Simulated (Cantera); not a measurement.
Input: 1 mol CH₃OH, 2.8 mol CO₂, 24 mol H₂, at 1.20 bar.

Equilibrium computed with Cantera from the NASA thermochemical tables; the gas is ideal and each condensed phase is pure. Candidate condensed phases: C, C₆H₆, C₇H₈, C₈H₁₈, H₂O; 110 gas species. Rates play no part.

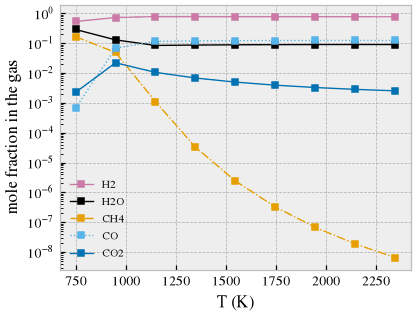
Figure: Equilibrium gas composition (values under 1e-9 drawn at 1e-9)

Task: Read off the mole fractions at 1348 K.

Result: H₂ about 0.79, CO about 0.12, H₂O about 0.087, CO₂ about 0.0068, CH₄ about 3.3e-5.
